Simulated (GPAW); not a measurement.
## Run report: BSiH3Cl2, property calculation

System: BSiH3Cl2 (BCl2(SiH3)).
Method: HSE06/plane waves, scalar-relativistic datasets (GPAW 26.7.0).

The geometry comes from this level: GFN2-xTB.

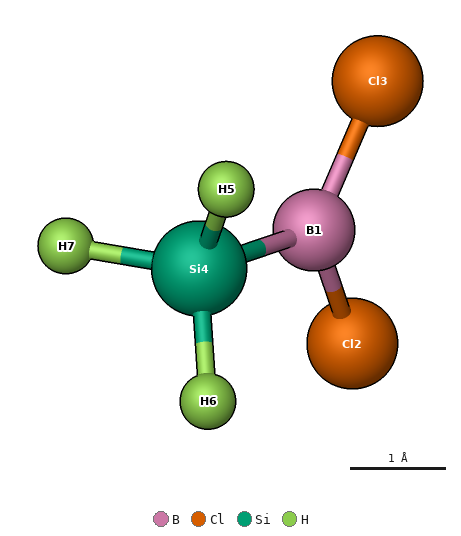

**Figure 1.** The structure as given in the input (ball-and-stick view, seen at a tilt; atoms are numbered from 1 in the order of the input).

### Input file (calc.py)
```python
import numpy as np
from ase.io.zmatrix import parse_zmatrix
from ase.units import Debye
from gpaw import GPAW, PW

# Atomic positions
zmat = """
B
Cl 1 r2
Cl 1 r3 2 a3
Si 1 r4 3 a4 2 d4
H 4 r5 1 a5 3 d5
H 4 r6 5 a6 1 d6
H 4 r7 5 a7 6 d7
"""
values = dict(r2=1.723482, r3=1.722197, a3=116.35391, r4=1.994925, a4=121.90346, d4=-178.87707, r5=1.465041, a5=112.39077, d5=-29.39003, r6=1.4651, a6=107.41059, d6=124.01089, r7=1.466814, a7=106.61885, d7=113.94764)
mol = parse_zmatrix(zmat, defs=values)
mol.center(vacuum=4.5)

# Ground state
calc = GPAW(mode=PW(500), xc="HSE06", maxiter=100, symmetry="off", txt="-")
mol.calc = calc

energy = mol.get_potential_energy()
print(f"Energy: {energy:.5f} eV")
forces = mol.get_forces()
print("Forces (eV/Ang)")
for symbol, f in zip(mol.symbols, forces):
    print(f'{symbol:2} {f[0]:9.4f} {f[1]:9.4f} {f[2]:9.4f}')
dipole = mol.get_dipole_moment() / Debye
print(f"Dipole                  {np.linalg.norm(dipole):.3f} D")
homo, lumo = calc.get_homo_lumo()
print(f"HOMO                    {homo:.3f} eV")
print(f"LUMO: {lumo:.3f} eV")
print(f"Gap: {lumo - homo:.3f} eV")
```

Launch command:
```bash
python3 calc.py
```

### Log
```
__  _  _
 | _ |_)|_||  |
 |__||  | ||/\| - 26.7.0

units:  Angstrom and eV
cores:  1
OpenMP: False

Versions:
  Python: 3.12.14
  ASE:    3.29.0
  Numpy:  2.5.5
  Scipy:  1.18.1
  Libxc:  7.0.0

Input parameters:
  mode=PW(ecut=500.0),
  maxiter=100,
  symmetry=Symmetry(point_group=False, time_reversal=False),
  xc=XC(name='HSE06')

Diagonalizing LCAO Hamiltonian
Converting LCAO to pw mode
         .-------------------------------.
        /|                               |
       / |                               |
      /  |                               |
     /   |                               |
    /    |                               |
   /     |                               |
  /      |                               |
 *       |                               |
 |       |           Cl                  |
 |       |     H      B   Cl             |
 |       |         SH                    |
 |       |                               |
 |       |        H                      |
 |       .-------------------------------.
 |      /                               /
 |     /                               /
 |    /                               /
 |   /                               /
 |  /                               /
 | /                               /
 |/                               /
 *-------------------------------*

Atoms  # Å, Bohr magnetons
|   | symbol |        x |        y |        z |    initial magnetic moments |
|---|--------|----------|----------|----------|-----------------------------|
| 0 |      B | 6.858043 | 7.296556 | 5.909575 | ( 0.0000,  0.0000,  0.0000) |
| 1 |     Cl | 8.581525 | 7.296556 | 5.909575 | ( 0.0000,  0.0000,  0.0000) |
| 2 |     Cl | 6.093534 | 8.839764 | 5.909575 | ( 0.0000,  0.0000,  0.0000) |
| 3 |     Si | 5.808795 | 5.600177 | 5.876385 | ( 0.0000,  0.0000,  0.0000) |
| 4 |      H | 4.500000 | 5.740833 | 6.519516 | ( 0.0000,  0.0000,  0.0000) |
| 5 |      H | 6.509255 | 4.500000 | 6.543832 | ( 0.0000,  0.0000,  0.0000) |
| 6 |      H | 5.554879 | 5.161277 | 4.500000 | ( 0.0000,  0.0000,  0.0000) |

Unit cell  # Å
| periodic |         x |         y |         z |   lengths |    angles |
|----------|-----------|-----------|-----------|-----------|-----------|
|       no | 13.081525 |  0.000000 |  0.000000 | 13.081525 | 90.000000 |
|       no |  0.000000 | 13.339764 |  0.000000 | 13.339764 | 90.000000 |
|       no |  0.000000 |  0.000000 | 11.043832 | 11.043832 | 90.000000 |

Number of symmetries: 1
Symmetry operations  # r_c * U_cc + t_c -> r_c
|   | kind |            matrix            |
|---|------|------------------------------|
| 0 |  E   |  1, 0, 0,  0, 1, 0,  0, 0, 1 |

BZ-sampling:
  Number of BZ points: 1
  Number of IBZ points: 1

  Monkhorst-Pack size: [1, 1, 1]
  Monkhorst-Pack shift: [0, 0, 0]

K-points  # in reciprocal-cell coordinates
|   |                                coordinates |     weight |
|---|--------------------------------------------|------------|
| 0 | (  0.00000000,   0.00000000,   0.00000000) | 1.00000000 |

Plane wave coefficients: 24452
Cutoff: 500.0 eV

Spin-components: 1 (collinear spins)
Bands:           19
Projectors:      29
Spin-degeneracy: 2
Datatype:        float64

  Storage: CPU
  Wave functions: 7_433_408 bytes (7_433_408 per core)
  Projectors: 13_301_888 bytes (13_301_888 per core)

Parallelization:
  kpt:    1
  domain: 1
  band:   1

Density:
  Valence electrons: 24.0
  Components: 1
  Grid points: [70 70 60]
  Charge: 0.0  # |e|

Potential:
  Grid points: [70 70 60]

species:
  B:
    name:    Boron
    Z:       5.0
    valence: 3
    core:    2
    charge:  0.0  # [|e|]
    file:    B.PBE.gz
    compensation charges:
      type: gauss
      rc: 0.20  # [Å]
      lmax: 2
    cutoffs:
      filter: 1.14  # [Å]
      core: 1.38  # [Å]
    projectors
    | kind |    occ | energy [eV] | rcut [Å] |
    |------|--------|-------------|----------|
    |   2s |  2.000 |      -9.443 |    0.635 |
    |   2p |  1.000 |      -3.606 |    0.635 |
    |    s |        |      17.768 |    0.635 |
    |    p |        |      23.605 |    0.635 |
    |    d |        |       0.000 |    0.635 |

    Using partial waves for B as LCAO basis

  Cl:
    name:    Chlorine
    Z:       17.0
    valence: 7
    core:    10
    charge:  0.0  # [|e|]
    file:    Cl.PBE.gz
    compensation charges:
      type: gauss
      rc: 0.25  # [Å]
      lmax: 2
    cutoffs:
      filter: 1.40  # [Å]
      core: 1.49  # [Å]
    projectors
    | kind |    occ | energy [eV] | rcut [Å] |
    |------|--------|-------------|----------|
    |   3s |  2.000 |     -20.689 |    0.794 |
    |   3p |  5.000 |      -8.594 |    0.794 |
    |    s |        |       6.523 |    0.794 |
    |    p |        |      18.617 |    0.794 |
    |    d |        |       0.000 |    0.794 |

    Using partial waves for Cl as LCAO basis

  Si:
    name:    Silicon
    Z:       14.0
    valence: 4
    core:    10
    charge:  0.0  # [|e|]
    file:    Si.PBE.gz
    compensation charges:
      type: gauss
      rc: 0.33  # [Å]
      lmax: 2
    cutoffs:
      filter: 1.86  # [Å]
      core: 2.06  # [Å]
    projectors
    | kind |    occ | energy [eV] | rcut [Å] |
    |------|--------|-------------|----------|
    |   3s |  2.000 |     -10.812 |    1.058 |
    |   3p |  2.000 |      -4.081 |    1.058 |
    |    s |        |      16.399 |    1.058 |
    |    p |        |      23.130 |    1.058 |
    |    d |        |       0.000 |    1.058 |

    Using partial waves for Si as LCAO basis

  H:
    name:    Hydrogen
    Z:       1.0
    valence: 1
    core:    0
    charge:  0.0  # [|e|]
    file:    H.PBE.gz
    compensation charges:
      type: gauss
      rc: 0.15  # [Å]
      lmax: 2
    cutoffs:
      filter: 0.85  # [Å]
      core: 0.53  # [Å]
    projectors
    | kind |    occ | energy [eV] | rcut [Å] |
    |------|--------|-------------|----------|
    |   1s |  1.000 |      -6.494 |    0.476 |
    |    s |        |      20.717 |    0.476 |
    |    p |        |       0.000 |    0.476 |

    Using partial waves for H as LCAO basis

Reference energy: -33703.203096  # eV

eigensolver:
  PPCG
  Converge bands: occupied
  niter=2

density mixing:
  MSR1-Mixer
  Pratt-step length: 0.05
  Maximum mixing coefficient: 0.75
  Old densities: 10
  SVD Regularization: 0.005
  Good broyden scale: 1.0
  Trust region scale: 1.0
  Backstep threshold: 4.0
  History deletion threshold: 6.0
  Fourier metric: weight=20.0, sigma=0.015

occupation numbers:
  # Zero width

poisson solver:
  ecut: 4000.0  # eV

xc functional:
  name: HYB_GGA_XC_HSE06 with 2 nearest neighbor stencil

Initialization done in: 7.687 s

convergence criteria:
- Maximum [total energy] change in last 3 cyles: 0.0005 eV / valence electron
- Maximum integral of absolute [dens]ity change: 0.0001 electrons / valence electron
- Maximum integral of absolute [eigenst]ate change: 4e-08 eV^2 / valence electron
maximum number of iterations: 100

IBZ(<points: 1, symmetries: 1>)
Occupied bands: 12
Transforming wave functions from IBZ to BZ: 0.024 seconds
Distributing wave functions and iFFT-ing to real space: 0.182 seconds
SCF iterations
|iter     |     time |      energy | eigst |  dens |
|---------|----------|-------------|-------|-------|
|iter:   1| 00:00:37 | -569.353575 | +0.49 |       |
|iter:   2| 00:01:17 |  -47.081409 | -0.58 | -0.69 |
|iter:   3| 00:01:50 |  -46.262093 | -1.50 | -0.81 |
|iter:   4| 00:02:30 |  -45.890460 | -1.47 | -0.96 |
|iter:   5| 00:03:06 |  -45.736582 | -2.20 | -1.16 |
|iter:   6| 00:03:42 |  -45.639438 | -2.61 | -1.36 |
|iter:   7| 00:04:22 |  -45.582426 | -2.92 | -1.48 |
|iter:   8| 00:05:05 |  -45.554924 | -3.19 | -1.60 |
|iter:   9| 00:05:48 |  -45.504359 | -2.42 | -1.70 |
|iter:  10| 00:06:29 |  -45.508032 | -3.44 | -2.21 |
|iter:  11| 00:07:10 |  -45.508023c| -4.27 | -2.69 |
|iter:  12| 00:07:51 |  -45.507935c| -4.94 | -3.09 |
|iter:  13| 00:08:29 |  -45.507944c| -5.59 | -3.68 |
|iter:  14| 00:09:05 |  -45.507944c| -6.94 | -4.00c|
|iter:  15| 00:09:47 |  -45.507944c| -7.09 | -4.46c|
|iter:  16| 00:10:25 |  -45.507944c| -8.21c| -4.62c|

Converged in 16 steps
SCF loop duration: 617.721 s (38.608 s/step)
Energy contributions relative to reference atoms: (reference = -33703.203096)

Energy contributions:
  Kinetic:          31.751710
  Coulomb:         -32.493342
  Zero:             -0.083430
  External:          0.000000
  Xc:              494.103475
  Entropy:           0.000000
  Spinorbit:         0.000000
  Hybrid_Xc_Cc:      -480.476008
  Hybrid_Xc_Vc:       -11.472556
  Hybrid_Xc_Vv:       -46.837794
  ----------------------------
  Free energy:     -45.507944
  Extrapolated:    -45.507944

dipole moment: (-0.026317, -0.040361, 0.001864)  # |e|*Ang

Fermi level: -4.998
Eigenvalues  # (at kpt = [0.000, 0.000, 0.000])
| band index |      eig [eV] | occ [0-2] |
|------------|---------------|-----------|
|          0 |       -23.974 |     2.000 |
|        ... |               |           |
|          4 |       -11.626 |     2.000 |
|          5 |       -10.636 |     2.000 |
|          6 |       -10.408 |     2.000 |
|          7 |        -9.182 |     2.000 |
|          8 |        -9.125 |     2.000 |
|          9 |        -8.965 |     2.000 |
|         10 |        -8.397 |     2.000 |
|         11 |        -7.729 |     2.000 |
|         12 |        -2.268 |     0.000 |
|         13 |        -0.257 |     0.000 |
|         14 |         0.398 |     0.000 |
|         15 |         0.465 |     0.000 |
|         16 |         0.642 |     0.000 |
|         17 |         0.784 |     0.000 |
|         18 |         0.839 |     0.000 |

Gap: 5.461 eV
Transition (v -> c):
  (s=0, k=0, n=11, [0.00, 0.00, 0.00]) -> (s=0, k=0, n=12, [0.00, 0.00, 0.00])
No difference between direct/indirect transitions
vacuum-level: 0.390  # V
Energy: -45.50794 eV

Forces  # eV/Ang
|        x |        y |        z |
|----------|----------|----------|
|  0.02440 | -0.00295 | -0.02796 |  # B    0
|  0.61919 | -0.18234 | -0.00143 |  # Cl   1
| -0.45049 |  0.49585 | -0.00122 |  # Cl   2
| -0.15257 | -0.24357 |  0.09220 |  # Si   3
| -0.36467 |  0.17238 |  0.20572 |  # H    4
|  0.31385 | -0.24618 |  0.21412 |  # H    5
|  0.00904 |  0.00514 | -0.48144 |  # H    6

Force computation time: 8.357  # s
Forces (eV/Ang)
B     0.0244   -0.0030   -0.0280
Cl    0.6192   -0.1823   -0.0014
Cl   -0.4505    0.4958   -0.0012
Si   -0.1526   -0.2436    0.0922
H    -0.3647    0.1724    0.2057
H     0.3138   -0.2462    0.2141
H     0.0090    0.0051   -0.4814
Dipole                  0.232 D
HOMO                    -7.729 eV
LUMO: -2.268 eV
Gap: 5.461 eV
```

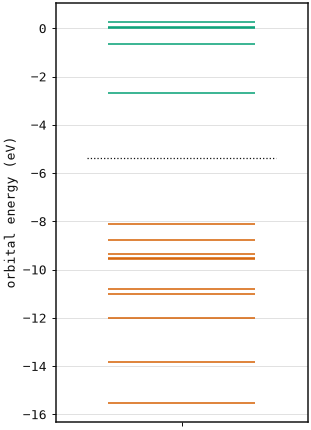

**Figure 2.** Orbital energies near the frontier; the dotted line parts filled from empty levels, and levels within 0.02 eV of each other stand side by side. Highest filled −8.12 eV, lowest empty −2.66 eV, 5.46 eV apart.

### Key numbers

| quantity | value |
| --- | --- |
| outcome | converged |
| energy relative to the program's reference atoms | −45.5079 eV |
| largest force | 0.670 eV/Å |
| HOMO | −8.12 eV |
| LUMO | −2.66 eV |
| dipole moment | 0.23 D |
| hardware | 1 thread of Intel Xeon @ 2.50GHz (Skylake/Cascade Lake), 189 GiB of memory available, shared host |
| wall time | 11 min |
| peak memory | 0.7 GiB |
